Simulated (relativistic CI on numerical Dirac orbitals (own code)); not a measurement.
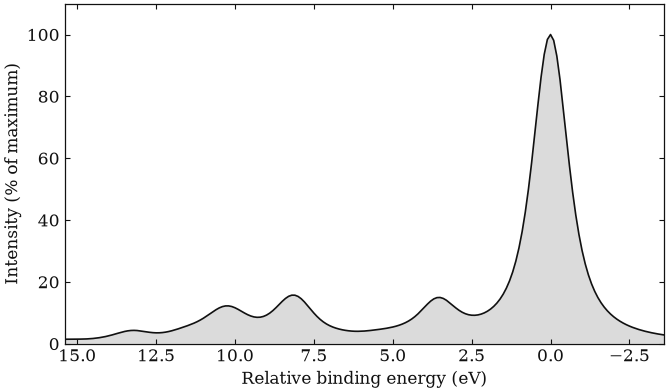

1s photoemission of nominal Fe⁴⁺ (d⁴) with U_dd = 6.5, U_pd = 7.5, 10Dq = 0.5 (ligand 0), V(eg) = 1.25, V(t2g) = −2.12 eV, final-state hopping scaled by 0.8. Charge-transfer multiplet model of a cubic metal–ligand cluster, up to 2 ligand holes (L), atomic integrals computed for Dirac–Coulomb–Breit ions and scaled by 0.7, 300 K, Voigt broadening (Lorentzian 1.1 eV, Gaussian 0.6 eV). Energies are counted from the highest peak in the lower part of the range.

> Estimate the charge-transfer energy Δ and the make-up of the ground state.

Δ = 2.3 eV, below U_dd, on the charge-transfer side of the Zaanen–Sawatzky–Allen scheme. The ground state is 44 % d⁴, 50 % d⁵L and 6 % d⁶L², with 4.62 d electrons and S = 2.00. The main maxima lie at 0.0 eV (100), 3.5 eV (15), 8.2 eV (16) and 10.2 eV (12), heights in % of the largest.
